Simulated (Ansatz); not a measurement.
Cubic perovskite BaTiO3 (cubic high-temperature phase), treated with r²SCAN+rVV10 (plane waves, PAW; Ansatz, a program for electronic structure).

Settings: plane-wave cutoff 560 eV, 8×8×8 k mesh, Fermi–Dirac smearing 0.01 eV, no spin polarisation, scalar-relativistic PAW data made under PBE.

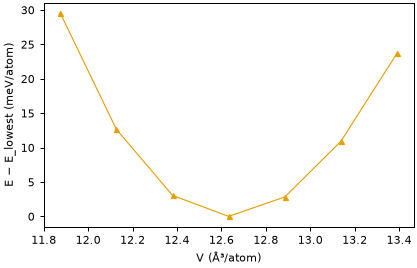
Figure: Total energy against volume

Question: From the curve, estimate the equilibrium volume and the bulk modulus.

Answer: V0 ≈ 12.6 Å³/atom and B0 ≈ 190 GPa; the fit gives V0 = 12.633 Å³/atom, B0 = 186 GPa, B′ = 4.4.

Measured, for comparison: bulk modulus 162 GPa (temperature not stated, no zero-point or thermal correction, our sources range from 162 to 173; as tabulated in Matsushita et al. (2011), arXiv:1104.2769). Computed (rounded) less measured: bulk modulus +15 % (+8 % to +15 % over the range).

Note: the relaxation could not lower the start's symmetry, so the cell can be a saddle point above a distorted one.

Spin–orbit coupling is not included.

The computed numbers hold no vibrational or temperature effects.

Computing time: roughly 70 core-seconds.
